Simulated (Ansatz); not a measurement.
CH4AlCl3O: single-point calculation

System: CH4AlCl3O.
Method: RKS r2SCAN/ANO-RCC-VTZP (Ansatz 0.2.0).

Some settings of this run were made unusual or wrong on purpose. The geometry comes from this level: PBE0-D4/def2-TZVP. Figures and captions count atoms from 1; the log counts them from 0 in places.

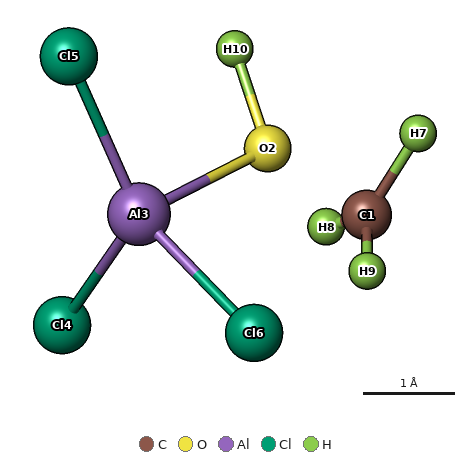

*The input geometry (ball-and-stick view, seen at a tilt; atoms are numbered from 1 in the order of the input). Sticks mark near contacts.*

Bond lengths as drawn: Al–Cl 2.02 to 2.14 Å, Al–O 2.03 Å, C–H 0.60 to 1.11 Å and H–O 1.21 Å.

Outcome

| quantity | value |
| --- | --- |
| outcome | converged |
| total energy | −48009.2372 eV |
| SCF solution under orbital rotations | stable |
| largest force (length of the vector) | 91.266 eV/Å |
| dipole moment | 29.15 D |
| hardware | 4 threads of Arm Neoverse V2, 23 GiB of memory available, shared host |
| wall time | 90 s (CPU time 5.5 min) |
| peak memory | 1.2 GiB |

A setting was made wrong on purpose: grid. The program still converged, but the numbers can't be taken as results for the intended system.

The input
```yaml
crystal:
  periodic: [false, false, false]
  atoms:
    - {symbol: C, position_ang: [0.284485, -1.473992, 0.933898]}
    - {symbol: O, position_ang: [0.603469, -0.208008, -0.081163]}
    - {symbol: Al, position_ang: [-0.522105, 1.353135, -0.724539]}
    - {symbol: Cl, position_ang: [-2.115782, 0.074201, -1.347552]}
    - {symbol: Cl, position_ang: [0.816463, 2.229190, -1.957626]}
    - {symbol: Cl, position_ang: [-1.129071, 1.891722, 1.164423]}
    - {symbol: H, position_ang: [1.360939, -1.325089, 1.136484]}
    - {symbol: H, position_ang: [-0.046227, -1.724860, 0.498551]}
    - {symbol: H, position_ang: [-0.216193, -0.807299, 1.368690]}
    - {symbol: H, position_ang: [1.432770, -0.417814, -0.938011]}
basis:
  gaussian: {orbitals: ANO-RCC-VTZP, final_grid: {core_spheres: 1, valence_spheres: 1, degree: 3}}
hamiltonian: {xc: {name: r2SCAN}}
scf: {lower_state_search: light}
output: {forces: true}
```

Launch command:
```bash
ansatz run in.yaml --threads 4 --pin off --events-out ev --progress --plain --max-ram 11315MiB
```

Log
```
Functional definition: r2SCAN
  name "r2SCAN"
  cite "Furness, Kaplan, Ning, Perdew & Sun, J. Phys. Chem. Lett. 11, 8208 (2020) doi:10.1021/acs.jpclett.0c02405"
  cite "Furness, Kaplan, Ning, Perdew & Sun, J. Phys. Chem. Lett. 11, 9248 (2020) doi:10.1021/acs.jpclett.0c03077"
  parent r2scan
  parameter k0 = 0.174
  parameter k1 = 0.065
  parameter a1 = 4.9479
  exchange = r2scan_x(k0 = k0, k1 = k1, a1 = a1)
  correlation = r2scan_c
2009 factors; their error is unknown
mean field evaluation 1: about -47421.5109 eV, gradient 7.4e1 eV
mean field evaluation 2: about -47411.1763 eV, gradient 9.6e1 eV
mean field evaluation 4: about -47432.8347 eV, gradient 1.9e1 eV
mean field evaluation 8: about -47392.0838 eV, gradient 4.0e2 eV
mean field evaluation 16: about -47961.1243 eV, gradient 1.8e1 eV
mean field evaluation 32: about -48009.3215 eV, gradient 2.2e-3 eV
a density is far from that of the atoms, so the factors are made again for it
2467 factors; integrals over basis functions are off by at most 8.4e-5 eV
mean field -48009.23723055 eV, -1764.3069263929 hartree, gradient 2.4e-5 eV, S^2 0.000000; 0 other end points of the search recorded, 0 dependent functions left out
the calculation of the forces begins
reference -48009.23723224 eV, -1764.3069264551 hartree; 41, 41 occupied and 211, 211 virtual orbitals, 2467 factors
Total energy: -48009.23723224 eV, -1764.3069264551 hartree
Relativity: scalar
Atom 0 at     0.284485    -1.473992     0.933898 Å, force   -12.422046     3.037804    13.681115 eV/Å
Atom 1 at     0.603469    -0.208008    -0.081163 Å, force     2.465681   -15.046175    12.583578 eV/Å
Atom 2 at    -0.522105     1.353135    -0.724539 Å, force   -14.949025    40.162804    -8.840119 eV/Å
Atom 3 at    -2.115782     0.074201    -1.347552 Å, force    -1.325828   -27.721631     3.471299 eV/Å
Atom 4 at     0.816463     2.229190    -1.957626 Å, force    23.991292    -0.753587     1.943980 eV/Å
Atom 5 at    -1.129071     1.891722     1.164423 Å, force    -2.342223   -27.313045    -0.985221 eV/Å
Atom 6 at     1.360939    -1.325089     1.136484 Å, force    87.575343   -12.075290   -22.678238 eV/Å
Atom 7 at    -0.046227    -1.724860     0.498551 Å, force   -41.171791   -14.742876   -37.102214 eV/Å
Atom 8 at    -0.216193    -0.807299     1.368690 Å, force   -35.279712    54.125019    29.517015 eV/Å
Atom 9 at     1.432770    -0.417814    -0.938011 Å, force    -6.541692     0.326977     8.408805 eV/Å
Dipole moment:     3.627727    -4.585599     1.627308 e Å
```
